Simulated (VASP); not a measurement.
Given:

```yaml
crystal:
  lattice:
    - [4.39682, 0.00000, 0.00000]
    - [0.00000, 4.39682, 0.00000]
    - [0.00000, 0.00000, 2.91541]
  atoms:
    - { symbol: Cr, position: [0.00000, 0.00000, 0.00000], spin: 2.3 }
    - { symbol: Cr, position: [0.50000, 0.50000, 0.50000], spin: 2.3 }
    - { symbol: O, position: [0.30259, 0.30259, 0.00000], spin: -0.1 }
    - { symbol: O, position: [0.80259, 0.19741, 0.50000], spin: -0.1 }
    - { symbol: O, position: [0.19741, 0.80259, 0.50000], spin: -0.1 }
    - { symbol: O, position: [0.69741, 0.69741, 0.00000], spin: -0.1 }
```

Method: r2SCAN+rVV10, VASP's PBE PAW potentials (set 64) (plane waves; VASP). Numerical set-up: 520 eV cut-off, 8×8×12 Γ-centred mesh, tetrahedra with Blöchl corrections, potentials Cr_pv O.

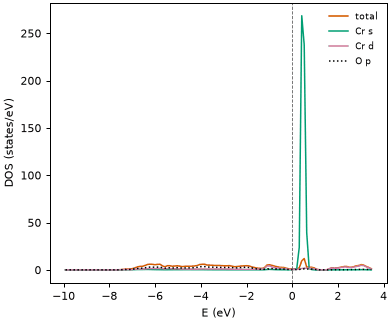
Figure: Total and projected density of states, zero at the Fermi level

Within 2 eV below the Fermi level the largest weight inside VASP's projection spheres is Cr d, then O p.

It has no gap at this level: it comes out as a metal or semimetal.

The compound is CrO2 in the rutile structure. It was relaxed first.
